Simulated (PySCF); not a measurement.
System: COSe···HF···HF.

```xyz
7

O     0.8351   -0.6992   -0.7086
C     0.4178    0.0100    0.1136
Se   -0.1669    1.0426    1.3227
F    -0.3644   -1.7305   -2.8926
H     0.2166   -1.4783   -2.2060
F    -2.2512   -0.2915   -1.7594
H    -1.7493   -0.8462   -2.3158
```

Geometry: PBE0-D3(BJ)/def2-SVPD.

Theory: wB97M-D3(BJ)/def2-TZVPD, SCF density, gas phase in PySCF.

Predict the electron density and electron localisation function between the atoms.

F4···H7 (1.74 Å): the density falls to about 0.22 e/Å³ on the way; the ELF dips to about 0.10 between them: a closed-shell contact with the geometry of a hydrogen bond.
C–O (1.16 Å): ρ at the midpoint is about 3.8 e/Å³; the ELF peaks at about 0.85 between the atoms: a short, multiple covalent bond.
C–Se (1.69 Å): ρ at the midpoint is about 1.4 e/Å³; the ELF peaks at about 0.85 between the atoms: a covalent bond.
F–H (0.93 Å): ρ is about 4.7 e/Å³ halfway; the ELF climbs to about 1 towards the hydrogen, as it does in any bond to H; a covalent bond by its length.

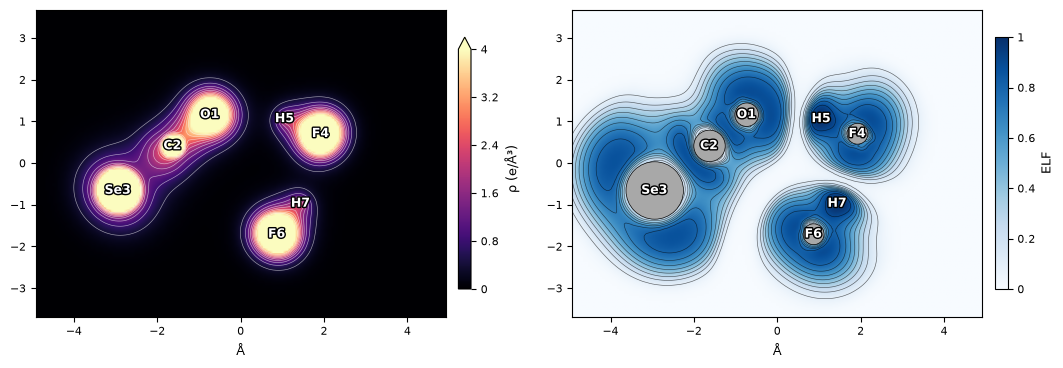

Computed electron density and electron localisation function on the molecular plane, in this order. Grey discs cover the atomic cores in the ELF map. 
